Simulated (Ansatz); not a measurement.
**FH3Sn···H (doublet): density, localisation and related maps**

Input

```
crystal:
  periodic: [false, false, false]
  atoms:
    - { symbol: Sn, position_ang: [-0.158327, 3.1e-05, 0.43189] }
    - { symbol: H, position_ang: [1.240725, 0.000438, 1.501239] }
    - { symbol: H, position_ang: [1.372828, 0.000175, -0.640827] }
    - { symbol: H, position_ang: [-0.881518, 1.463951, -0.110139] }
    - { symbol: H, position_ang: [-0.880616, -1.46421, -0.110524] }
    - { symbol: F, position_ang: [-0.691293, -0.000385, 2.390161] }
magnetization:
  spin_polarized: true
  initial_magnetization: 1
basis:
  gaussian: { orbitals: def2-SVP }
hamiltonian:
  xc: pbe
relax:
  f_tol: 0.03
  max_steps: 50
output:
  orbitals: {}
```

Command:

```sh
ansatz run input.yaml --threads 1 --pin off --max-ram 2048MiB --backend cpu --events-out ev --progress --plain --runs-dir out
```

The fields are those of the run's last geometry, not of the input's.

Core potentials replace the inner electrons of Sn.

All numbers below come from UKS PBE/def2-SVP in Ansatz.

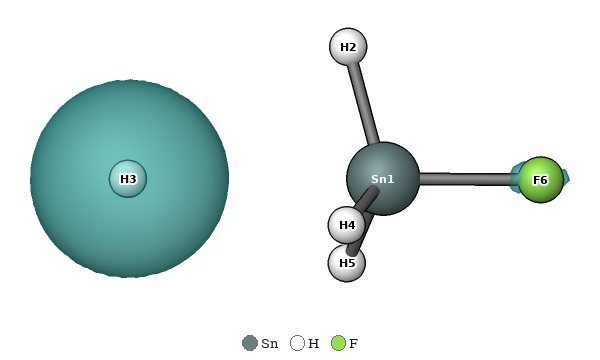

Figure 1. Isosurface of the spin density (α minus β) at +0.02 e/Å³ (teal), seen from one side.

Q: Where is the unpaired spin?

A: The unpaired spin (1 electron) lies mostly on H3 (about 0.9), in electrons by Hirshfeld's partition.

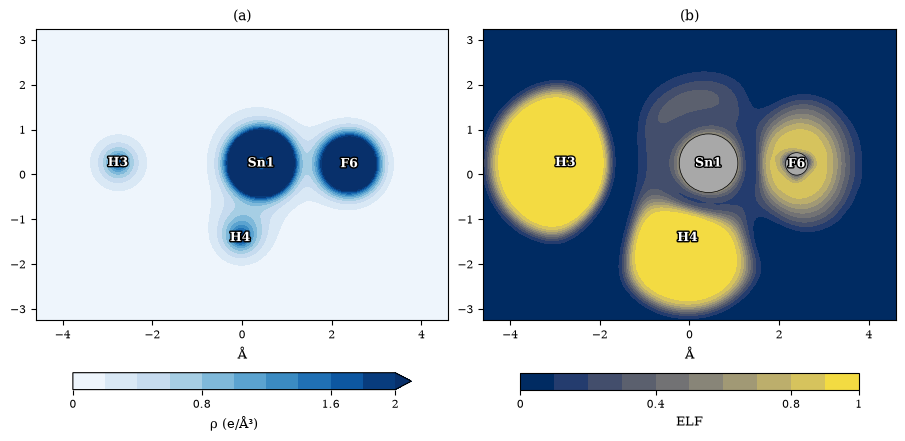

Figure 2. (a) electron density; (b) electron localisation function on the plane of atoms H4, Sn1 and F6. Grey discs cover the atomic cores in the ELF map.

Q: Describe what can be read from this map.

A: The plane passes through Sn, H and F nuclei.
Sn1···H3 (3.19 Å): the density falls to about 0.03 e/Å³ on the way; the ELF dips to about 0 between them; a weak contact between the two molecules.
Sn–F (1.97 Å): ρ at the midpoint is about 0.68 e/Å³; the ELF peaks at about 0.80 in the valence shell of F, 0.5 Å from its nucleus, and drops to about 0.10 between the two atoms.
Sn–H (1.73 Å): ρ is about 1.1 e/Å³ halfway; the ELF climbs to about 1 towards the hydrogen.
The ELF also peaks beside F6, away from the bonds: non-bonding electrons, paired or unpaired.

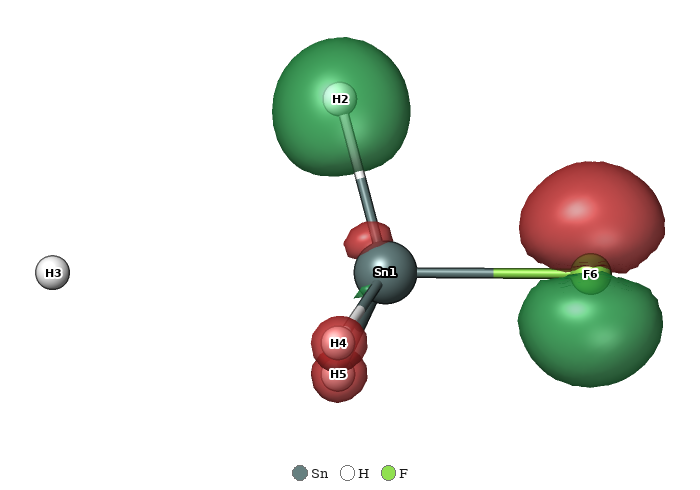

Figure 3. The HOMO (α) at ±0.2 Å⁻³ᐟ² (green and red are the two phases), seen from one side.

Q: Where does this orbital lie, and at what energy?

A: It lies mainly on F6 (about 65 %), Sn1 (about 15 %) and H2 (about 15 %). It is one of a degenerate set, so its orientation is arbitrary. Its energy is −7.48 eV.

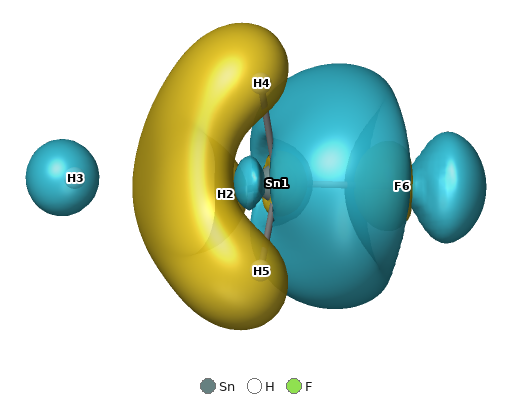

Figure 4. The LUMO (α) at ±0.08 Å⁻³ᐟ² (yellow and cyan are the two phases), seen at a tilt.

Q: What is the character of this orbital?

A: It lies mainly on Sn1 (about 55 %), F6 (about 20 %), H2 (about 5 %), H4 (about 5 %) and H5 (about 5 %). Its energy is −1.21 eV.
